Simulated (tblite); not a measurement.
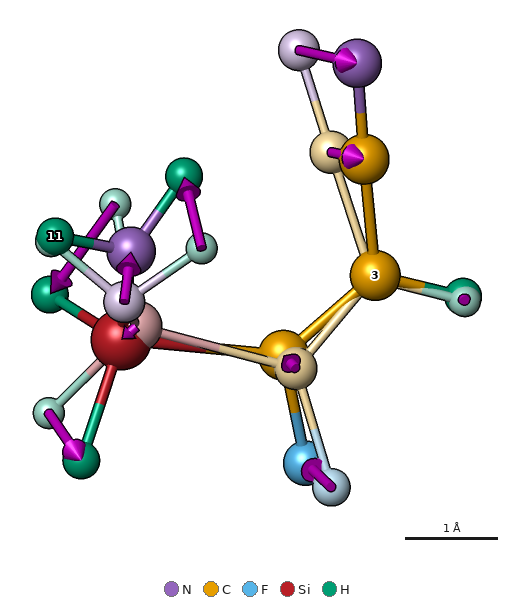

This is a relaxation of C3H5FN2Si. The starting structure is drawn faded, the final one solid; purple arrows show the displacements, at their true length. The two geometries are superimposed by the best rigid fit.

The picture is a ball-and-stick view, seen from a free direction.

These are results of tblite 0.8.0, GFN2-xTB geometry optimisation, gas phase, not measurements. 

What did the optimiser do to the structure, and how much energy did it gain?

Over 120 geometry steps the energy falls by 16.9 kcal/mol. The atom that moves furthest after the best rigid fit is an H atom (1.34 Å). By element the largest moves are H 1.34 Å, N 1.20 Å, F 0.86 Å, C 0.68 Å, Si 0.22 Å. Some distances before and after: N–Si 1.799 → 1.712 Å, H–N 1.061 → 1.009 Å, C–C 1.449 → 1.400 Å, C–Si 1.862 → 1.907 Å. Among the angles between lasting bonds that change: Si–N–H 104.0° → 120.4°, Si–N–H 104.6° → 118.7°, N–Si–H 104.9° → 118.6°. Groups turn about C–Si by about 65°.
